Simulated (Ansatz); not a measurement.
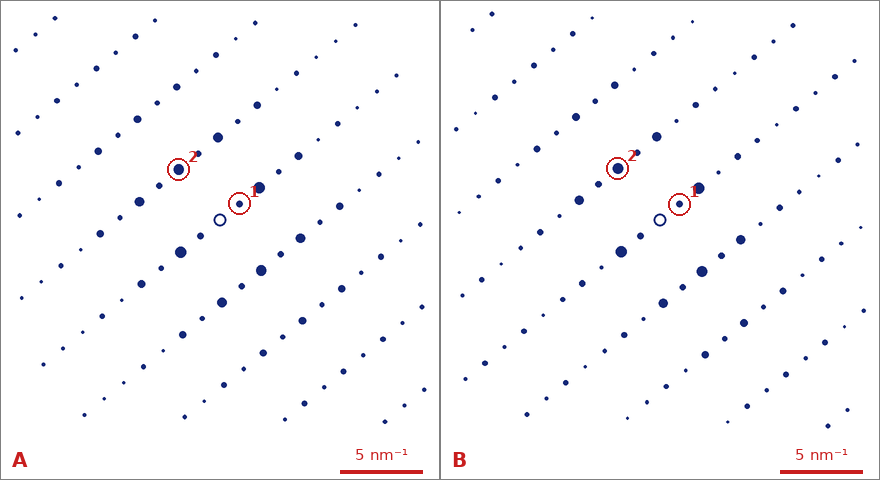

Kinematic electron diffraction patterns (120 kV, B = 0.5 Å², same scale) along [1-10] of the run's own cell, for the start and the end of one relaxation of CsIr2 with Ansatz, DFT PBE, scalar-relativistic, plane waves, PAW. k mesh 18×18×18. The start is a generated model structure, and the relaxation ends in the nearest stationary point of its symmetry, not necessarily the ground state. Spot 1 is -1 -1 1 and spot 2 is 0 0 -1 in both.

Start structure:

```yaml
crystal:
  lattice:
    - [-1.76909, 1.76909, 6.42872]
    - [1.76909, -1.76909, 6.42872]
    - [1.76909, 1.76909, -6.42872]
  atoms:
    - { symbol: Cs, position: [0.00000, 0.00000, 0.00000] }
    - { symbol: Ir, position: [0.73460, 0.73460, 0.00000] }
    - { symbol: Ir, position: [0.26540, 0.26540, 0.00000] }
```

> Which pattern belongs to the start structure, and which to the relaxed one?

A is the start: its cell gives d(1) = 6.429 Å, d(2) = 2.502 Å and an angle of 90.0°. B is the relaxed structure, with d(1) = 6.489 Å (+0.9 %), d(2) = 2.452 Å (-2.0 %) and 90.0°.

> Name reflections whose intensity changes strongly on relaxation.

4 4 -5 goes from 15 to 7.3 % of the strongest spot; 4 4 -4 goes from 22 to 11 % of the strongest spot.

> Summarise the relaxation behind the change.

The volume changed by -3.0 % to 26.02 Å³ an atom; with the mean shift removed, the atoms moved by up to 0.12 Å relative to the cell (Ir most); the space group stayed I4/mmm (No. 139); the free energy fell by 49 meV an atom. Relaxed cell: a = 6.937 Å, b = 6.937 Å, c = 6.937 Å, α = 151.05°, β = 151.05°, γ = 41.41°.
